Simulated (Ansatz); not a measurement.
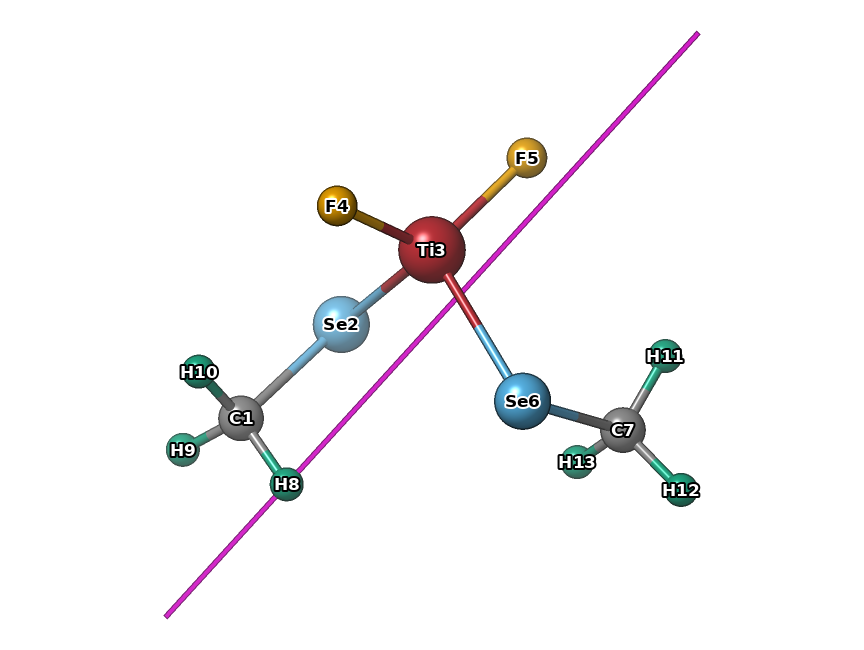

A line through the centre of mass is drawn in. Atoms fade into the background with distance from the viewer. The species is neutral and a spin singlet. The computed structure is the end point of a PBE0-D4/def2-TZVP optimisation.

**Is the line a proper rotation axis of the structure, and of what order?**

No. The point group is C2, with 1 C2 axis, and this line isn't one of its proper axes.
